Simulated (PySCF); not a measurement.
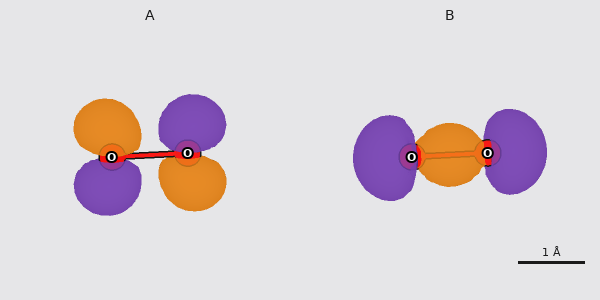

*O$_{2}$ (triplet). Two frontier α-spin orbitals, each drawn at the value that holds 80 % of its norm (orange and purple are the two phases), in no order; of a degenerate pair one member is drawn.*

Theory: PySCF, PBE0/def2-TZVPPD, non-relativistic Hamiltonian with scalar-relativistic core potentials where named, at a bond length of 1.195 Å.

> Name the orbitals and rank them from lowest to highest energy.

Orbital B: σg, occupied in this spin, −15.68 eV; with no node between the nuclei.
Orbital A: πg, occupied in this spin, −8.92 eV; antibonding, with a node between the atoms.
